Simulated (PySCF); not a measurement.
SMILES [Si](O)([SiH2][Al]([OH])[OH])(O)O (H7AlO5Si2) at its GFN2-xTB optimised geometry (Å):

```
15

Si     0.7795    -0.8050     0.0000
O      0.5905     0.8968     0.0000
O      0.4094    -1.2737     1.5300
O      2.4164    -0.8050     0.0000
Si    -0.7195    -0.9684    -1.7486
Al    -0.9709     1.3421    -1.0635
O     -2.1588     1.4493     0.0927
O     -0.4561     2.5402    -2.0803
H      1.2272     1.4161     0.5002
H     -0.5002    -1.2828     1.8096
H      2.8785    -1.6190     0.1667
H     -1.5953    -2.1223    -1.4224
H      0.0301    -1.5386    -2.8913
H     -2.8785     1.6190     0.6797
H     -0.1524     3.1791    -2.7044
```

Computed with B3LYP/def2-TZVP in PySCF 2.14.0. Cells within 0.4 Å of a nucleus heavier than hydrogen are left out (blank, or x).

Map of the LUMO amplitude (bohr^(-3/2)) on the plane z = 0.0 Å; orbital energy -0.41 eV, overall sign arbitrary:

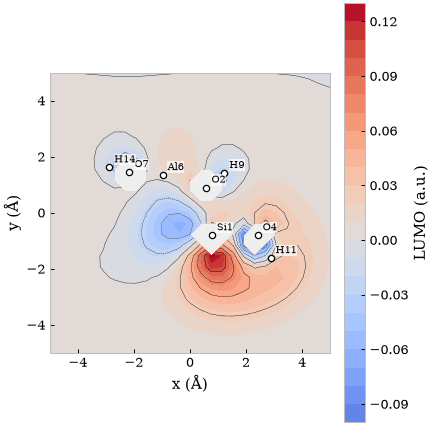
Fig. 1. LUMO amplitude (bohr^(-3/2)) on the plane z = 0.0 Å.
